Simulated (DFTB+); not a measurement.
## Si2H6O: geometry relaxation (part 2 of 4)

The same run, continued: Si2H6O; GFN1-xTB, R-SCC, dispersion built in (DFTB+ 25.1). The geometry comes from this level: GFN2-xTB.

Geometry of the input (Å):
```
Si -0.7574  1.0749  -0.9278
O  0.1378  0.0270  -0.0817
Si 0.7680  -1.0734  0.9220
H  -1.7988  0.3070  -1.6084
H  0.1674  1.7072  -1.8637
H  -1.3266  2.0317  0.0197
H  2.1878  -1.1341  0.5838
H  0.0804  -2.3384  0.6694
H  0.5412  -0.6018  2.2868
```

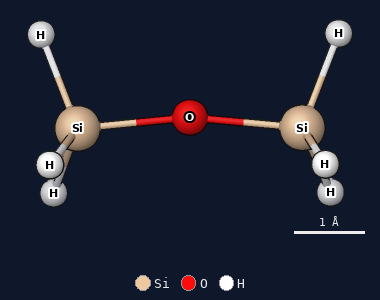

Figure 1. The input geometry (ball-and-stick view, seen at a tilt).

**The program's output, continued**
```
--------------------------------------------------------------------------------

***  Geometry step: 10

 iSCC Total electronic   Diff electronic      SCC error
    1   -0.11907227E+02    0.00000000E+00    0.13018951E-02
    2   -0.11907227E+02    0.15101629E-04    0.62761022E-03
    3   -0.11907227E+02   -0.24560210E-06    0.17720740E-03
    4   -0.11907227E+02   -0.71400356E-07    0.76933595E-04
    5   -0.11907227E+02   -0.44630273E-08    0.13619000E-04
    6   -0.11907227E+02   -0.61861094E-09    0.24369413E-05
    7   -0.11907227E+02   -0.27251090E-10    0.15856413E-05
    8   -0.11907227E+02   -0.26822988E-12    0.62128471E-07
    9   -0.11907227E+02   -0.16164847E-12    0.31306303E-07
   10   -0.11907227E+02    0.17763568E-14    0.67156347E-09

Total Energy:                      -11.8236088319 H         -321.7368 eV
Extrapolated to 0K:                -11.8236088319 H         -321.7368 eV
Total Mermin free energy:          -11.8236088319 H         -321.7368 eV
Force related energy:              -11.8236088319 H         -321.7368 eV

total energy  -1.1823609E+01 H       energy change -6.4349801E-05 H
gradient norm  5.2648270E-03 H/a0    max. gradient  2.2557878E-03 H/a0
step length    3.2596670E-02 a0      max. step      1.2858013E-02 a0

--------------------------------------------------------------------------------

***  Geometry step: 11

 iSCC Total electronic   Diff electronic      SCC error
    1   -0.11907142E+02    0.00000000E+00    0.63572309E-03
    2   -0.11907143E+02    0.84952869E-04    0.37520377E-03
    3   -0.11907143E+02   -0.18017944E-06    0.16711785E-03
    4   -0.11907143E+02   -0.41620750E-07    0.61454121E-04
    5   -0.11907143E+02   -0.32470808E-08    0.12006778E-04
    6   -0.11907143E+02   -0.86181728E-10    0.17384713E-05
    7   -0.11907143E+02   -0.18843593E-10    0.10876527E-05
    8   -0.11907143E+02   -0.11546319E-12    0.57411460E-07
    9   -0.11907143E+02   -0.35527137E-13    0.25230455E-07
   10   -0.11907143E+02    0.17763568E-14    0.54802007E-09

Total Energy:                      -11.8236635356 H         -321.7383 eV
Extrapolated to 0K:                -11.8236635356 H         -321.7383 eV
Total Mermin free energy:          -11.8236635356 H         -321.7383 eV
Force related energy:              -11.8236635356 H         -321.7383 eV

total energy  -1.1823664E+01 H       energy change -5.4703698E-05 H
gradient norm  3.9320596E-03 H/a0    max. gradient  1.6745143E-03 H/a0
step length    3.8003891E-02 a0      max. step      1.4339379E-02 a0

--------------------------------------------------------------------------------

***  Geometry step: 12

 iSCC Total electronic   Diff electronic      SCC error
    1   -0.11907075E+02    0.00000000E+00    0.17313165E-02
    2   -0.11907076E+02    0.67579406E-04    0.64260082E-03
    3   -0.11907076E+02   -0.68814541E-06    0.24340369E-03
    4   -0.11907076E+02   -0.15082639E-06    0.66232710E-04
    5   -0.11907076E+02   -0.52109179E-08    0.10904604E-04
    6   -0.11907076E+02   -0.42501114E-09    0.30864453E-05
    7   -0.11907076E+02   -0.74056317E-11    0.10831849E-05
    8   -0.11907076E+02   -0.91482377E-12    0.21947240E-07
    9   -0.11907076E+02   -0.19362290E-12    0.25002929E-08

Total Energy:                      -11.8236861043 H         -321.7389 eV
Extrapolated to 0K:                -11.8236861043 H         -321.7389 eV
Total Mermin free energy:          -11.8236861043 H         -321.7389 eV
Force related energy:              -11.8236861043 H         -321.7389 eV

total energy  -1.1823686E+01 H       energy change -2.2568652E-05 H
gradient norm  2.1667713E-03 H/a0    max. gradient  9.3622184E-04 H/a0
step length    2.1738065E-02 a0      max. step      7.3348960E-03 a0

--------------------------------------------------------------------------------

***  Geometry step: 13

 iSCC Total electronic   Diff electronic      SCC error
    1   -0.11907060E+02    0.00000000E+00    0.10383203E-02
    2   -0.11907060E+02    0.16086604E-04    0.41360301E-03
    3   -0.11907060E+02   -0.21772108E-06    0.15181800E-03
    4   -0.11907060E+02   -0.48942193E-07    0.45967065E-04
    5   -0.11907060E+02   -0.16077060E-08    0.75024852E-05
    6   -0.11907060E+02   -0.18982682E-09    0.98671905E-06
    7   -0.11907060E+02   -0.11528556E-11    0.30195713E-06
    8   -0.11907060E+02   -0.11546319E-12    0.18477459E-07
    9   -0.11907060E+02   -0.12434498E-13    0.77003821E-08

Total Energy:                      -11.8236929431 H         -321.7391 eV
Extrapolated to 0K:                -11.8236929431 H         -321.7391 eV
Total Mermin free energy:          -11.8236929431 H         -321.7391 eV
Force related energy:              -11.8236929431 H         -321.7391 eV

total energy  -1.1823693E+01 H       energy change -6.8387657E-06 H
gradient norm  1.8178916E-03 H/a0    max. gradient  9.1150503E-04 H/a0
step length    6.8756957E-03 a0      max. step      2.9414464E-03 a0

--------------------------------------------------------------------------------

***  Geometry step: 14

 iSCC Total electronic   Diff electronic      SCC error
    1   -0.11907054E+02    0.00000000E+00    0.75530297E-03
    2   -0.11907054E+02    0.62743314E-05    0.30938583E-03
    3   -0.11907054E+02   -0.10949106E-06    0.11285770E-03
    4   -0.11907054E+02   -0.25115378E-07    0.35826295E-04
    5   -0.11907054E+02   -0.85630703E-09    0.57596492E-05
    6   -0.11907054E+02   -0.11461587E-09    0.60130257E-06
    7   -0.11907054E+02   -0.80824236E-12    0.21020379E-06
    8   -0.11907054E+02   -0.35527137E-13    0.40574352E-07
    9   -0.11907054E+02   -0.10658141E-13    0.12875746E-07
   10   -0.11907054E+02   -0.17763568E-14    0.67477135E-09

Total Energy:                      -11.8236995232 H         -321.7392 eV
Extrapolated to 0K:                -11.8236995232 H         -321.7392 eV
Total Mermin free energy:          -11.8236995232 H         -321.7392 eV
Force related energy:              -11.8236995232 H         -321.7392 eV

total energy  -1.1823700E+01 H       energy change -6.5801752E-06 H
gradient norm  2.0878724E-03 H/a0    max. gradient  8.9162182E-04 H/a0
step length    6.2967320E-03 a0      max. step      3.5184836E-03 a0

--------------------------------------------------------------------------------

***  Geometry step: 15

 iSCC Total electronic   Diff electronic      SCC error
    1   -0.11907033E+02    0.00000000E+00    0.11246649E-02
    2   -0.11907033E+02    0.21128969E-04    0.46282618E-03
    3   -0.11907033E+02   -0.24204537E-06    0.16559238E-03
    4   -0.11907033E+02   -0.56371285E-07    0.55617115E-04
    5   -0.11907033E+02   -0.20202400E-08    0.87477851E-05
    6   -0.11907033E+02   -0.26325786E-09    0.15404689E-05
    7   -0.11907033E+02   -0.35171865E-11    0.61936441E-06
    8   -0.11907033E+02   -0.12612134E-12    0.13110253E-06
    9   -0.11907033E+02   -0.51514348E-13    0.23775536E-07
   10   -0.11907033E+02   -0.53290705E-14    0.11771690E-08

Total Energy:                      -11.8237155391 H         -321.7397 eV
Extrapolated to 0K:                -11.8237155391 H         -321.7397 eV
Total Mermin free energy:          -11.8237155391 H         -321.7397 eV
Force related energy:              -11.8237155391 H         -321.7397 eV

total energy  -1.1823716E+01 H       energy change -1.6015882E-05 H
gradient norm  3.0734511E-03 H/a0    max. gradient  1.2278300E-03 H/a0
step length    1.6505579E-02 a0      max. step      8.3550551E-03 a0

--------------------------------------------------------------------------------

***  Geometry step: 16

 iSCC Total electronic   Diff electronic      SCC error
    1   -0.11906964E+02    0.00000000E+00    0.14666275E-02
    2   -0.11906964E+02    0.69494002E-04    0.60818676E-03
    3   -0.11906964E+02   -0.41087474E-06    0.22280680E-03
    4   -0.11906964E+02   -0.98774397E-07    0.77901256E-04
    5   -0.11906964E+02   -0.39022243E-08    0.10988764E-04
    6   -0.11906964E+02   -0.49004534E-09    0.28324849E-05
    7   -0.11906964E+02   -0.13862689E-10    0.97667866E-06
    8   -0.11906964E+02   -0.36770587E-12    0.29402526E-06
    9   -0.11906964E+02   -0.72830630E-13    0.55230430E-07
   10   -0.11906964E+02   -0.14210855E-13    0.17761204E-08

Total Energy:                      -11.8237512031 H         -321.7406 eV
Extrapolated to 0K:                -11.8237512031 H         -321.7406 eV
Total Mermin free energy:          -11.8237512031 H         -321.7406 eV
Force related energy:              -11.8237512031 H         -321.7406 eV

total energy  -1.1823751E+01 H       energy change -3.5663951E-05 H
gradient norm  4.7405968E-03 H/a0    max. gradient  2.1552312E-03 H/a0
step length    4.1175197E-02 a0      max. step      1.8757063E-02 a0

--------------------------------------------------------------------------------

***  Geometry step: 17

 iSCC Total electronic   Diff electronic      SCC error
    1   -0.11906762E+02    0.00000000E+00    0.12214147E-02
    2   -0.11906762E+02    0.20234198E-03    0.52879000E-03
    3   -0.11906762E+02   -0.28985009E-06    0.25932382E-03
    4   -0.11906762E+02   -0.77965996E-07    0.76082670E-04
    5   -0.11906762E+02   -0.41845585E-08    0.14891207E-04
    6   -0.11906762E+02   -0.56053118E-09    0.24798607E-05
    7   -0.11906762E+02   -0.29858782E-10    0.13649176E-05
    8   -0.11906762E+02   -0.32862602E-12    0.43582391E-06
    9   -0.11906762E+02   -0.81712415E-13    0.77868776E-07
   10   -0.11906762E+02   -0.19539925E-13    0.17576369E-08

Total Energy:                      -11.8238140704 H         -321.7424 eV
Extrapolated to 0K:                -11.8238140704 H         -321.7424 eV
Total Mermin free energy:          -11.8238140704 H         -321.7424 eV
Force related energy:              -11.8238140704 H         -321.7424 eV

total energy  -1.1823814E+01 H       energy change -6.2867308E-05 H
gradient norm  6.2165999E-03 H/a0    max. gradient  3.0004214E-03 H/a0
step length    8.1397956E-02 a0      max. step      3.3796266E-02 a0

--------------------------------------------------------------------------------

***  Geometry step: 18

 iSCC Total electronic   Diff electronic      SCC error
    1   -0.11906407E+02    0.00000000E+00    0.95710536E-03
    2   -0.11906407E+02    0.35507899E-03    0.74250022E-03
    3   -0.11906407E+02   -0.41035701E-07    0.17203211E-03
    4   -0.11906407E+02   -0.16282939E-07    0.43376147E-04
    5   -0.11906407E+02   -0.35397445E-08    0.83819126E-05
    6   -0.11906407E+02   -0.85181640E-10    0.14861281E-05
    7   -0.11906407E+02   -0.41389114E-11    0.57032324E-06
    8   -0.11906407E+02   -0.33750780E-12    0.14190984E-06
    9   -0.11906407E+02   -0.15454305E-12    0.58148061E-07
   10   -0.11906407E+02   -0.71054274E-14    0.54574056E-09

Total Energy:                      -11.8238890573 H         -321.7444 eV
Extrapolated to 0K:                -11.8238890573 H         -321.7444 eV
Total Mermin free energy:          -11.8238890573 H         -321.7444 eV
Force related energy:              -11.8238890573 H         -321.7444 eV

total energy  -1.1823889E+01 H       energy change -7.4986908E-05 H
gradient norm  5.8375437E-03 H/a0    max. gradient  2.9451653E-03 H/a0
step length    1.0659184E-01 a0      max. step      4.0153345E-02 a0

--------------------------------------------------------------------------------

***  Geometry step: 19

 iSCC Total electronic   Diff electronic      SCC error
    1   -0.11906273E+02    0.00000000E+00    0.21636217E-02
    2   -0.11906274E+02    0.13393114E-03    0.85632327E-03
    3   -0.11906274E+02   -0.95321906E-06    0.45793682E-03
    4   -0.11906274E+02   -0.21065484E-06    0.82268198E-04
    5   -0.11906274E+02   -0.78411340E-08    0.15506512E-04
    6   -0.11906274E+02   -0.10133956E-08    0.60256559E-05
    7   -0.11906274E+02   -0.10285106E-11    0.56985183E-06
    8   -0.11906274E+02   -0.99120712E-12    0.18688576E-06
    9   -0.11906274E+02   -0.74606987E-13    0.22217870E-07
   10   -0.11906274E+02   -0.71054274E-14    0.35578103E-08

Total Energy:                      -11.8239396864 H         -321.7458 eV
Extrapolated to 0K:                -11.8239396864 H         -321.7458 eV
Total Mermin free energy:          -11.8239396864 H         -321.7458 eV
Force related energy:              -11.8239396864 H         -321.7458 eV

total energy  -1.1823940E+01 H       energy change -5.0629100E-05 H
gradient norm  3.3502896E-03 H/a0    max. gradient  1.5865528E-03 H/a0
step length    7.1089337E-02 a0      max. step      2.7221249E-02 a0

--------------------------------------------------------------------------------

***  Geometry step: 20

 iSCC Total electronic   Diff electronic      SCC error
    1   -0.11906564E+02    0.00000000E+00    0.18047784E-02
    2   -0.11906564E+02   -0.28926958E-03    0.71939619E-03
    3   -0.11906565E+02   -0.67139086E-06    0.30238640E-03
    4   -0.11906565E+02   -0.15744968E-06    0.86233372E-04
    5   -0.11906565E+02   -0.60913692E-08    0.13115510E-04
    6   -0.11906565E+02   -0.58160232E-09    0.26499696E-05
    7   -0.11906565E+02   -0.28434144E-10    0.81418767E-06
    8   -0.11906565E+02   -0.11031176E-11    0.35771775E-06
    9   -0.11906565E+02   -0.26645353E-13    0.22040013E-07
   10   -0.11906565E+02   -0.10658141E-13    0.26430920E-08

Total Energy:                      -11.8239543155 H         -321.7462 eV
Extrapolated to 0K:                -11.8239543155 H         -321.7462 eV
Total Mermin free energy:          -11.8239543155 H         -321.7462 eV
Force related energy:              -11.8239543155 H         -321.7462 eV

total energy  -1.1823954E+01 H       energy change -1.4629129E-05 H
gradient norm  1.7272535E-03 H/a0    max. gradient  6.7572154E-04 H/a0
step length    1.0322489E-02 a0      max. step      3.9151018E-03 a0

--------------------------------------------------------------------------------

***  Geometry step: 21

 iSCC Total electronic   Diff electronic      SCC error
    1   -0.11906789E+02    0.00000000E+00    0.52980744E-03
    2   -0.11906789E+02   -0.22397720E-03    0.32670247E-03
    3   -0.11906789E+02   -0.59208316E-07    0.13850052E-03
    4   -0.11906789E+02   -0.15739987E-07    0.33707553E-04
    5   -0.11906789E+02   -0.10532641E-08    0.12443056E-04
    6   -0.11906789E+02   -0.16544988E-09    0.12852325E-05
    7   -0.11906789E+02   -0.37658765E-11    0.65278337E-06
    8   -0.11906789E+02   -0.19184654E-12    0.13096864E-06
    9   -0.11906789E+02   -0.69277917E-13    0.57990710E-07
   10   -0.11906789E+02   -0.71054274E-14    0.12032706E-08

Total Energy:                      -11.8239580263 H         -321.7463 eV
Extrapolated to 0K:                -11.8239580263 H         -321.7463 eV
Total Mermin free energy:          -11.8239580263 H         -321.7463 eV
Force related energy:              -11.8239580263 H         -321.7463 eV

total energy  -1.1823958E+01 H       energy change -3.7107964E-06 H
gradient norm  1.3922217E-03 H/a0    max. gradient  5.5948463E-04 H/a0
step length    3.2757592E-03 a0      max. step      1.2468541E-03 a0

--------------------------------------------------------------------------------

***  Geometry step: 22

 iSCC Total electronic   Diff electronic      SCC error
    1   -0.11907177E+02    0.00000000E+00    0.90881160E-03
    2   -0.11907177E+02   -0.38821913E-03    0.64660113E-03
    3   -0.11907177E+02   -0.27100848E-07    0.10763530E-03
    4   -0.11907177E+02   -0.92464383E-08    0.41876653E-04
    5   -0.11907177E+02   -0.21501663E-08    0.16298749E-04
    6   -0.11907177E+02   -0.13858070E-09    0.16672408E-05
    7   -0.11907177E+02   -0.32542857E-11    0.79489742E-06
    8   -0.11907177E+02   -0.40500936E-12    0.19869030E-06
    9   -0.11907177E+02   -0.83488771E-13    0.71081462E-07
   10   -0.11907177E+02   -0.17763568E-13    0.92735086E-09

Total Energy:                      -11.8239618450 H         -321.7464 eV
Extrapolated to 0K:                -11.8239618450 H         -321.7464 eV
Total Mermin free energy:          -11.8239618450 H         -321.7464 eV
Force related energy:              -11.8239618450 H         -321.7464 eV

total energy  -1.1823962E+01 H       energy change -3.8187275E-06 H
gradient norm  1.0765092E-03 H/a0    max. gradient  4.0378560E-04 H/a0
step length    4.8048016E-03 a0      max. step      1.7783153E-03 a0

--------------------------------------------------------------------------------

***  Geometry step: 23

 iSCC Total electronic   Diff electronic      SCC error
    1   -0.11907412E+02    0.00000000E+00    0.58343353E-03
    2   -0.11907412E+02   -0.23527974E-03    0.43328928E-03
    3   -0.11907412E+02   -0.26216664E-08    0.45859699E-04
    4   -0.11907412E+02   -0.22818742E-08    0.19145454E-04
    5   -0.11907412E+02   -0.13606183E-09    0.35226814E-05
    6   -0.11907412E+02   -0.58566485E-11    0.57369938E-06
    7   -0.11907412E+02   -0.19433344E-11    0.22525069E-06
    8   -0.11907412E+02   -0.10125234E-12    0.90748994E-07
    9   -0.11907412E+02   -0.17763568E-13    0.39121635E-07
   10   -0.11907412E+02    0.35527137E-14    0.21541990E-09

Total Energy:                      -11.8239645350 H         -321.7464 eV
Extrapolated to 0K:                -11.8239645350 H         -321.7464 eV
Total Mermin free energy:          -11.8239645350 H         -321.7464 eV
Force related energy:              -11.8239645350 H         -321.7464 eV

total energy  -1.1823965E+01 H       energy change -2.6900112E-06 H
gradient norm  8.5354714E-04 H/a0    max. gradient  3.7012788E-04 H/a0
step length    1.4903702E-02 a0      max. step      7.0912309E-03 a0

--------------------------------------------------------------------------------

***  Geometry step: 24
```
